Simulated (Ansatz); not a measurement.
One crystal and one scan (frozen-phonon scan) at two levels, PBE (plane waves to 420 eV, PAW, scalar-relativistic; Ansatz, a first-principles code) and r2SCAN (plane waves to 500 eV, PAW, scalar-relativistic; Ansatz), each from its own relaxed cell and on its own mesh. The cell shown is that of PBE.

Relaxed GaAs (zinc blende):

```xyz
4
Lattice="0.0000 5.7456 5.7456 2.8728 0.0000 2.8728 2.8728 2.8728 0.0000" Properties=species:S:1:pos:R:3 pbc="T T T"
As     4.3092     4.3092     4.3092
As     4.3092     7.1820     7.1820
Ga     0.0000     0.0000     0.0000
Ga     2.8728     5.7456     2.8728
```

The atoms are displaced by Q × the pattern below (from a DFPT mode at L = (0.5, 0.0, 0.0), largest move 1; Q in Å), at fixed cell. It is one choice among 2 degenerate patterns. (q is in reciprocal vectors of the primitive cell; the cell shown is doubled to hold the pattern.)

| atom | x | y | z |
|---|---|---|---|
| As1 | -0.267 | 0.486 | -0.753 |
| As2 | 0.267 | -0.486 | 0.753 |
| Ga3 | 0.285 | -0.520 | 0.805 |
| Ga4 | -0.285 | 0.520 | -0.805 |

GaAs was relaxed with its symmetry unable to fall. Percentages come from the unrounded values.

```csv
quantity,PBE,r2SCAN,PBE − r2SCAN
Lattice constant a (Å),5.746,5.667,+0.079 (+1.4 %)
"Band gap of the relaxed cell, no spin-orbit coupling (eV)",0.16,0.96,-0.80 (-83 %)
Harmonic wavenumber from the curvature (finite differences) (cm⁻¹ (negative: imaginary)),60,64,-4 (-7 %)
```

PBE gives the higher value for: lattice constant a. PBE gives the lower value for: band gap of the relaxed cell, no spin-orbit coupling; harmonic wavenumber from the curvature. Both give the same shape of the curve: a single well with its minimum at or next to zero displacement.

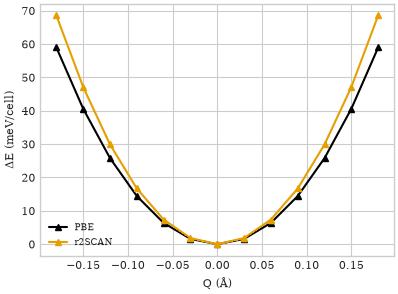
Figure: ΔE, each from the undisplaced structure of its own level.

(A displaced cell: forces are minus the slopes of the energy, force constants its curvatures, and phonons follow from these.)
